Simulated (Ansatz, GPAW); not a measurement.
# Screening of a field by Cs/Ti(0001), part 3 of 3

How does Cs/Ti(0001) screen a perpendicular field?

GPAW 26.7.0 and Ansatz 0.2.0; Ansatz plane waves; slab in vacuum with a dipole correction, relaxation (the session's first sound run).

So far. Step 5 (In a field): The dipole is now 0.199 e Å, against 0.47 in the run without a field. Step 8 (Field on): The dipole is now 0.729 e Å, against 0.47 in the run without a field.

**9. Field on**

Level of this step: GPAW, PAW setups; slab in vacuum (GPAW).

Contents of run.py:

```python
import json
import numpy as np
from ase import Atoms
from gpaw import GPAW, PW
from gpaw.external import ConstantElectricField

slab = Atoms(
    ['Ti', 'Ti', 'Ti', 'Ti', 'Ti', 'Ti', 'Ti', 'Ti', 'Ti', 'Ti', 'Ti', 'Ti', 'Ti', 'Ti', 'Ti', 'Ti', 'Cs'],
    positions=[
        [2.95000, 1.70318, 9.00000],
        [0.00000, 0.00000, 11.34230],
        [2.95000, 1.70318, 13.68460],
        [0.00000, 0.00000, 15.92600],
        [4.42500, 4.25796, 9.00000],
        [1.47500, 2.55477, 11.34230],
        [4.42500, 4.25796, 13.68460],
        [1.48248, 2.55046, 15.87098],
        [5.90000, 1.70318, 9.00000],
        [2.95000, 0.00000, 11.34230],
        [5.90000, 1.70318, 13.68460],
        [2.95000, 0.00864, 15.87098],
        [7.37500, 4.25796, 9.00000],
        [4.42500, 2.55477, 11.34230],
        [7.37500, 4.25796, 13.68460],
        [4.41752, 2.55046, 15.87098],
        [2.95000, 1.70318, 19.35483]],
    cell=[[5.9, 0.0, 0.0], [2.95, 5.10955, 0.0], [0.0, 0.0, 28.91197]],
    pbc=[True, True, False])

slab.calc = GPAW(mode=PW(400), xc='PBE', kpts={'size': (6, 6, 1), 'gamma': True},
                 occupations={'name': 'fermi-dirac', 'width': 0.1}, nbands='160%',
                 convergence={'density': 1e-05}, maxiter=200,
                 poissonsolver={'dipolelayer': 'xy'},
                 external=ConstantElectricField(0.2, [0, 0, 1]),
                 symmetry={'tolerance': 1e-3}, txt='slab.txt')
result = {}
energy = slab.get_potential_energy()
fermi = slab.calc.get_fermi_level()
v = slab.calc.get_electrostatic_potential().mean((0, 1)) - fermi
n = slab.calc.get_pseudo_density().mean((0, 1))
L = slab.cell[2, 2]
z = np.arange(len(v)) * L / len(v)
low, high = slab.positions[:, 2].min(), slab.positions[:, 2].max()
below, above = np.interp([low - 6.8, high + 6.8], z, v)
slopes = [np.interp(x, z, np.gradient(v, z)) for x in (low - 6.8, high + 6.8)]
eps = np.array([[slab.calc.get_eigenvalues(k, s) for k in range(len(slab.calc.get_ibz_k_points()))]
                for s in range(slab.calc.get_number_of_spins())]) - fermi
top, bottom = eps[eps < 0].max(), eps[eps > 0].min()
dipole = slab.get_dipole_moment()[2]
print(f'energy {energy:.4f} eV, Fermi level {fermi:.4f} eV, dipole {dipole:.5f} e A')
print(f'potential 6.8 A off the faces, from the Fermi level: lower {below:.4f} eV, upper {above:.4f} eV')
print(f'slope of the potential there: lower {slopes[0]:.5f}, upper {slopes[1]:.5f} eV/A')
print(f'nearest levels on the mesh: {top:.4f} and {bottom:.4f} eV')
print('magnetic moment', round(slab.get_magnetic_moment(), 3))
result.update(energy=energy, fermi=fermi, dipole=dipole, below=below, above=above, slopes=slopes, edges=[top, bottom],
              z=z.tolist(), v=v.tolist(), n=n.tolist(), positions=slab.positions.tolist(),
              forces=slab.get_forces(apply_constraint=False).tolist(), moments=slab.get_magnetic_moments().tolist())
json.dump(result, open('result.json', 'w'))
```

On the command line:

```
> OMP_NUM_THREADS=1 OPENBLAS_NUM_THREADS=1 python run.py
```

The program printed:

```text
energy -100.2076 eV, Fermi level 1.3220 eV, dipole 0.98007 e A
potential 6.8 A off the faces, from the Fermi level: lower 5.9808 eV, upper 0.0985 eV
slope of the potential there: lower -0.00013, upper 0.00004 eV/A
nearest levels on the mesh: -0.0301 and 0.0011 eV
magnetic moment 0.0
```

Elapsed: 78 min, on 1 thread of Arm Neoverse V1, shared host; peak memory 1.5 GiB.

The electrostatic potential energy of an electron (without an applied field's), less the Fermi level, planar mean oscillates, so the rows of the table below give means over windows of 2 Å about each position, cut where the curve ends. Its maxima inside the range that stand out by 2 % of the span (Å: eV): 0.5: 5.98, 10.2: 0.663, 12.5: -0.0132, 14.8: -1.21, 17.7: 2.23. Its minima: 9.0: -18.6, 11.4: -18.8, 13.7: -19.3, 15.8: -19.7, 19.4: -10.6.

The electrostatic potential energy of an electron (without an applied field's), less the Fermi level, planar mean by z; means over each step:

| z (Å) | electrostatic potential energy of an electron (without an applied field's), less the Fermi level, planar mean (eV) |
| --- | --- |
| 0 | 5.43 |
| 2 | 5.98 |
| 4 | 5.98 |
| 6 | 5.81 |
| 8 | -2.60 |
| 10 | -5.85 |
| 12 | -7.77 |
| 14 | -9.41 |
| 16 | -10.0 |
| 18 | 0.265 |
| 20 | -4.75 |
| 22 | -0.0270 |
| 24 | 0.0932 |
| 26 | 0.0983 |
| 28 | 0.257 |

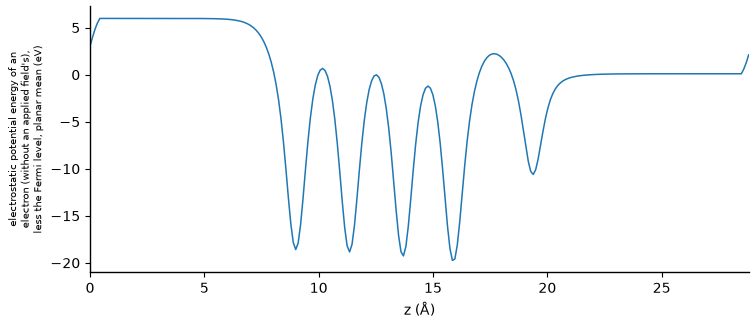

Electrostatic potential energy of an electron (without an applied field's), less the Fermi level, planar mean against z.

The dipole is now 0.980 e Å, against 0.47 in the run without a field.

**10. In a field**

Edit run.py of step 9 so:

```diff
@@ -33,3 +33,3 @@
                  poissonsolver={'dipolelayer': 'xy'},
-                 external=ConstantElectricField(0.2, [0, 0, 1]),
+                 external=ConstantElectricField(0.3, [0, 0, 1]),
                  symmetry={'tolerance': 1e-3}, txt='slab.txt')
```

The program printed:

```text
energy -100.3191 eV, Fermi level 1.2975 eV, dipole 1.22623 e A
potential 6.8 A off the faces, from the Fermi level: lower 6.7663 eV, upper -0.5936 eV
slope of the potential there: lower -0.00017, upper -0.00003 eV/A
nearest levels on the mesh: -0.0302 and 0.0015 eV
magnetic moment 0.0
```

Elapsed: 80 min, on 1 thread; peak memory 1.5 GiB.

The dipole is now 1.23 e Å, against 0.47 in the run without a field.

**11. The series**

The members are put on one axis.

This step: induced dipole against applied field (GPAW 26.7.0).

Dipole along the normal against field:

| field (V/Å) | dipole along the normal (e·Å) |
| --- | --- |
| -0.200 | -0.0897 |
| -0.100 | 0.199 |
| -0.050 | 0.337 |
| 0.000 | 0.469 |
| 0.050 | 0.600 |
| 0.100 | 0.729 |
| 0.200 | 0.980 |
| 0.300 | 1.23 |

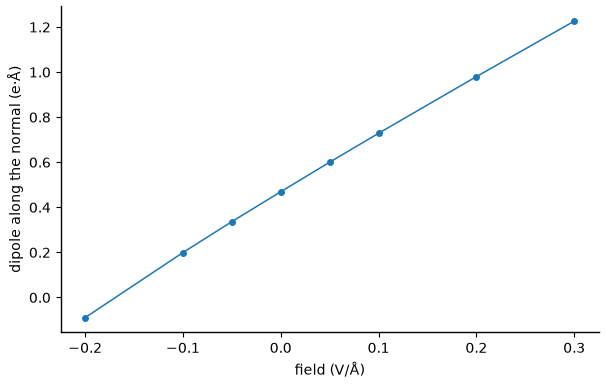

Dipole along the normal against field.

**12. Results**

| Item | Value |
| --- | --- |
| work function, upper and lower face | 1.603 and 4.422 eV |
| dipole along the normal | 0.469 e Å |
| induced dipole per field | 2.62 e Å per V/Å |
| out-of-plane polarisability per area, α/(ε0 A) | 15.7 Å |

The field induces 2.62 e Å per V/Å, a polarisable thickness α/(ε0 A) of 15.7 Å beside 10.4 Å between the outermost nuclei. A perfect conductor would give the distance between its two image planes; a dielectric of thickness t gives t(1 - 1/ε). The two faces differ by 2.8 eV, the step that the slab's dipole makes (e p/(ε0 A) gives 2.8 eV), so the dipole layer is needed. The induced dipole bends away from a line at the larger fields. The cell of 30.1 Å² holds one Cs, started on one chosen site; other sites and coverages weren't tried. The runs had no spin polarisation, so a magnetic state, which thin layers of d-metal atoms can have, wasn't tested. The in-plane lattice was kept as typed, which isn't the functional's own and leaves some strain; spin-orbit coupling and temperature are left out.

[Logs are printed without paths, hosts, clocks, repeated set-up lines and the standing remarks that a program may print on its own settings, such as how far it seeks lower states.]

[Hosts, paths, dates, database ids (printed as entryN), source tags and the programs' standing remarks are cut or masked in the printed files.]
